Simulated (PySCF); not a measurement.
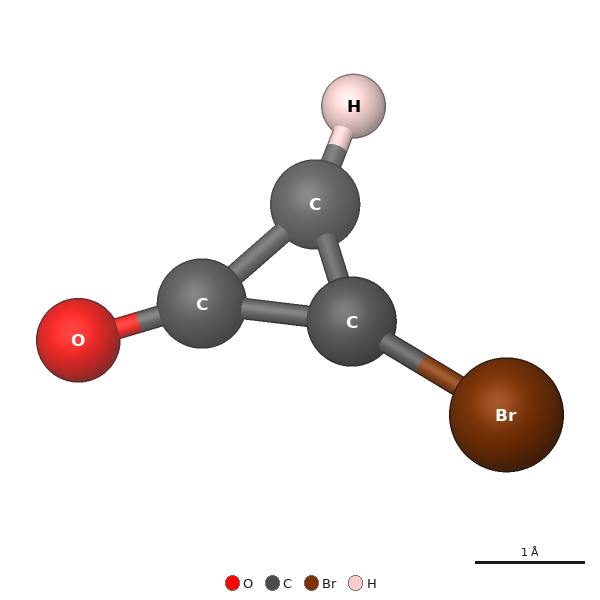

Atoms fade into the background with distance from the viewer. The geometry was computed by an optimisation with PBE0-D3(BJ)/def2-SVP. No frequency run is at hand to confirm it as a minimum. Masses are those of the most abundant isotopes; constants are for the rigid equilibrium geometry.

Classify the rotor and give the rotational constants (cm⁻¹).

Answer. An asymmetric top (Cs): A = 0.439, B = 0.0509, C = 0.0456 cm⁻¹. Ray's parameter κ is −0.97, close to the prolate limit.
